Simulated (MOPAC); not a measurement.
Single-point calculation, with input and output: CH₆OSeSi (charge +1)

- system: CH₆OSeSi, charge +1, multiplicity 2
- method: PM6-D3, unrestricted, dispersion D3 (MOPAC 23.2.5)

The geometry was optimised with PM6-D3.

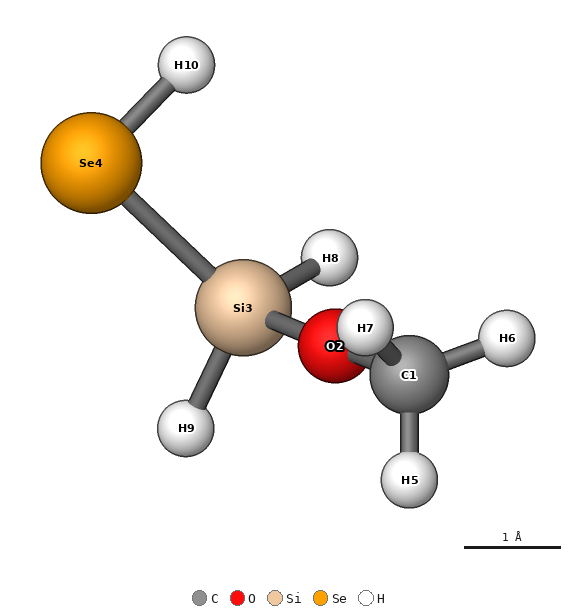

Fig. 1: The input geometry (ball-and-stick view, seen at an oblique angle; atoms are numbered from 1 in the order of the input). Bond lengths as drawn: C–H 1.10 Å, C–O 1.40 Å, H–Se 1.48 Å, H–Si 1.46 to 1.47 Å, O–Si 1.57 Å and Se–Si 2.24 Å.

Input file (run.mop):
```
UHF DOUBLET 1SCF DISP CHARGE=1 PM6-D3 THREADS=1 AUX(PRECISION=6)


C      0.721359 1     1.473585 1     0.572611 1
O      0.063012 1     0.416163 1    -0.064079 1
Si    -0.564423 1    -0.845190 1    -0.759752 1
Se     0.504819 1    -2.785480 1    -0.429288 1
H      0.888596 1     2.259548 1    -0.179426 1
H      0.068216 1     1.831610 1     1.382269 1
H      1.674693 1     1.091381 1     0.966810 1
H     -1.924625 1    -0.918286 1    -0.219713 1
H     -0.604067 1    -0.512791 1    -2.183878 1
H     -0.355582 1    -2.946045 1     0.759228 1
```

Launched with:
```bash
mopac run.mop
```

The program's output:
```
MOPAC v23.2.5
PM6-D3 CALCULATION RESULTS

 *  PM6-D3     - CORRECT DISPERSION USING D3 METHOD
 *  DOUBLET    - SPIN STATE DEFINED AS A DOUBLET
 *  UHF        - UNRESTRICTED HARTREE-FOCK CALCULATION
 *
 *
 *
 *                 CHARGE ON SYSTEM = +1
 *
 *
 *
 *  1SCF       - DO 1 SCF AND THEN STOP
 *  THREADS=1  - MULTI-THREADING NOT USED
 *  AUX        - OUTPUT AUXILIARY INFORMATION
 *  DISP       - PRINT DISPERSION AND HYDROGEN BOND ENERGIES
UHF DOUBLET 1SCF DISP CHARGE=1 PM6-D3 THREADS=1 AUX(PRECISION=6)

   ATOM   CHEMICAL          X               Y               Z
  NUMBER   SYMBOL      (ANGSTROMS)     (ANGSTROMS)     (ANGSTROMS)

     1       C          0.72135900  *   1.47358500  *   0.57261100  *
     2       O          0.06301200  *   0.41616300  *  -0.06407900  *
     3      Si         -0.56442300  *  -0.84519000  *  -0.75975200  *
     4      Se          0.50481900  *  -2.78548000  *  -0.42928800  *
     5       H          0.88859600  *   2.25954800  *  -0.17942600  *
     6       H          0.06821600  *   1.83161000  *   1.38226900  *
     7       H          1.67469300  *   1.09138100  *   0.96681000  *
     8       H         -1.92462500  *  -0.91828600  *  -0.21971300  *
     9       H         -0.60406700  *  -0.51279100  *  -2.18387800  *
    10       H         -0.35558200  *  -2.94604500  *   0.75922800  *

          CARTESIAN COORDINATES

    NO.       ATOM           X           Y           Z

     1         C          0.7214      1.4736      0.5726
     2         O          0.0630      0.4162     -0.0641
     3        Si         -0.5644     -0.8452     -0.7598
     4        Se          0.5048     -2.7855     -0.4293
     5         H          0.8886      2.2595     -0.1794
     6         H          0.0682      1.8316      1.3823
     7         H          1.6747      1.0914      0.9668
     8         H         -1.9246     -0.9183     -0.2197
     9         H         -0.6041     -0.5128     -2.1839
    10         H         -0.3556     -2.9460      0.7592

           Empirical Formula: C H6 O Si Se  =    10 atoms

      MOLECULAR POINT GROUP   :   C1

 DOUBLET STATE CALCULATION

          UHF CALCULATION, NO. OF ALPHA ELECTRONS =   13
                           NO. OF BETA  ELECTRONS =   12

 -------------------------------------------------------------------------------
 UHF DOUBLET 1SCF DISP CHARGE=1 PM6-D3 THREADS=1 AUX(PRECISION=6)

     1SCF WAS SPECIFIED, SO BFGS WAS NOT USED
     SCF FIELD WAS ACHIEVED

                              PM6-D3 CALCULATION

          FINAL HEAT OF FORMATION =        117.82622 KCAL/MOL =     492.98492 KJ/MOL

          TOTAL ENERGY            =     -16209.92650 KCAL/MOL = ELECTRONIC ENERGY + CORE-CORE REPULSION
          ENERGY OF ATOMS         =      16329.57609 KCAL/MOL
                              SUM =        119.64959 KCAL/MOL
          DISPERSION ENERGY       =         -1.82337 KCAL/MOL
                              SUM =        117.82622 KCAL/MOL = FINAL HEAT OF FORMATION

          TOTAL ENERGY            =       -702.92894 EV
          ELECTRONIC ENERGY       =      -2114.78768 EV
          CORE-CORE REPULSION     =       1411.85873 EV
          COSMO AREA              =        135.38 SQUARE ANGSTROMS
          COSMO VOLUME            =        125.42 CUBIC ANGSTROMS

          IONIZATION POTENTIAL    =         14.824772 EV
          ALPHA SOMO LUMO (EV)    =        -14.830 -5.162
          BETA  SOMO LUMO (EV)    =        -14.825 -8.522
          NO. OF ALPHA ELECTRONS  =         13
          NO. OF BETA  ELECTRONS  =         12
          MOLECULAR WEIGHT        =        141.1033         POINT GROUP:  C1

          MOLECULAR DIMENSIONS (Angstroms)

            Atom       Atom       Distance
            H    10    H     5     5.43390
            H     9    H     6     3.93492
            H     8    H     7     2.98671

          SCF CALCULATIONS        =          1

          WALL-CLOCK TIME         =      0.016 SECONDS
          COMPUTATION TIME        =      0.016 SECONDS

   ATOM   CHEMICAL          X               Y               Z
  NUMBER   SYMBOL      (ANGSTROMS)     (ANGSTROMS)     (ANGSTROMS)

     1       C          0.72135900  *   1.47358500  *   0.57261100  *
     2       O          0.06301200  *   0.41616300  *  -0.06407900  *
     3      Si         -0.56442300  *  -0.84519000  *  -0.75975200  *
     4      Se          0.50481900  *  -2.78548000  *  -0.42928800  *
     5       H          0.88859600  *   2.25954800  *  -0.17942600  *
     6       H          0.06821600  *   1.83161000  *   1.38226900  *
     7       H          1.67469300  *   1.09138100  *   0.96681000  *
     8       H         -1.92462500  *  -0.91828600  *  -0.21971300  *
     9       H         -0.60406700  *  -0.51279100  *  -2.18387800  *
    10       H         -0.35558200  *  -2.94604500  *   0.75922800  *

                             CARTESIAN COORDINATES

   1    C        0.721359000     1.473585000     0.572611000
   2    O        0.063012000     0.416163000    -0.064079000
   3   Si       -0.564423000    -0.845190000    -0.759752000
   4   Se        0.504819000    -2.785480000    -0.429288000
   5    H        0.888596000     2.259548000    -0.179426000
   6    H        0.068216000     1.831610000     1.382269000
   7    H        1.674693000     1.091381000     0.966810000
   8    H       -1.924625000    -0.918286000    -0.219713000
   9    H       -0.604067000    -0.512791000    -2.183878000
  10    H       -0.355582000    -2.946045000     0.759228000

           Empirical Formula: C H6 O Si Se  =    10 atoms

      MOLECULAR POINT GROUP   :   C1

          ALPHA EIGENVALUES
 -34.35329 -29.55293 -27.24384 -23.11369 -20.58673 -20.53967 -19.83234 -19.31910
 -16.69584 -16.28101 -16.00307 -15.52540 -14.83041  -5.16230  -4.27787  -3.89823
  -3.30009  -3.09492  -2.06855  -1.99235  -1.91536   0.23485   0.86322   1.42524
   1.52736   1.66479   2.12978

           BETA EIGENVALUES
 -34.30533 -29.51719 -24.66303 -22.85729 -20.50888 -20.49296 -19.52208 -18.90044
 -16.39522 -16.24571 -15.17245 -14.82477  -8.52224  -4.95505  -4.05900  -3.90527
  -3.25899  -3.00771  -2.03580  -1.98170  -1.89102   0.23186   0.85162   1.42596
   1.52675   1.66604   2.13236

              NET ATOMIC CHARGES AND DIPOLE CONTRIBUTIONS

  ATOM NO.   TYPE          CHARGE      No. of ELECS.   s-Pop       p-Pop       d-Pop
    1          C          -0.108316        4.1083     1.10307     3.00525
    2          O          -0.458300        6.4583     1.60354     4.85476
    3         Si           0.431468        3.5685     1.11977     1.47569     0.97308
    4         Se           0.542332        5.4577     1.98960     3.46807
    5          H           0.169630        0.8304     0.83037
    6          H           0.164983        0.8350     0.83502
    7          H           0.147083        0.8529     0.85292
    8          H          -0.012506        1.0125     1.01251
    9          H          -0.006014        1.0060     1.00601
   10          H           0.129641        0.8704     0.87036
 DIPOLE           X         Y         Z       TOTAL
 POINT-CHG.     0.366    -0.953     0.995     1.425
 HYBRID         0.385    -0.367     0.665     0.851
 SUM            0.751    -1.320     1.659     2.250

          ATOMIC ORBITAL ELECTRON POPULATIONS

     Atom    s        px        py        pz      x^2-y^2     xz        z^2       yz        xy
    1  C   1.10307   1.04639   0.89102   1.06784
    2  O   1.60354   1.67429   1.49496   1.68551
    3 Si   1.11977   0.51277   0.38102   0.58189   0.25352   0.10631   0.32742   0.12160   0.16423
    4 Se   1.98960   1.03474   1.34516   1.08817
    5  H   0.83037
    6  H   0.83502
    7  H   0.85292
    8  H   1.01251
    9  H   1.00601
   10  H   0.87036

                    (SZ)    =    0.500000
                    (S**2)  =    0.757522

          ATOMIC ORBITAL SPIN POPULATIONS

    Atom   Total    s     px     py     pz   x^2-y^2  xz     z^2    yz     xy
         Atomic
    1  C -0.0011 -0.000 -0.001  0.000 -0.001
    2  O  0.0158  0.003  0.004  0.007  0.002
    3 Si -0.0190 -0.003 -0.012 -0.005 -0.001  0.003 -0.001 -0.003  0.005 -0.002
    4 Se  1.0677  0.001  0.504  0.210  0.353
    5  H  0.0006  0.001
    6  H  0.0003  0.000
    7  H  0.0002  0.000
    8  H -0.0018 -0.002
    9  H -0.0021 -0.002
   10  H -0.0607 -0.061

 *                    *
 * JOB ENDED NORMALLY *
 *                    *

 TOTAL JOB TIME:             0.02 SECONDS

 == MOPAC DONE ==
```

Summary:

| quantity | value |
| --- | --- |
| outcome | converged |
| total energy | −25.832162 hartree |
| dispersion energy | −0.002906 hartree |
| heat of formation | 117.83 kcal/mol |
| basis functions | 27 |
| ⟨S²⟩ | 0.758 |
| hardware | 1 thread of Intel Xeon (Sapphire Rapids), 64 GiB of memory available, shared host |
| peak memory | 0.09 GiB |

Remarks:

MOPAC's energies along a path are heats of formation.
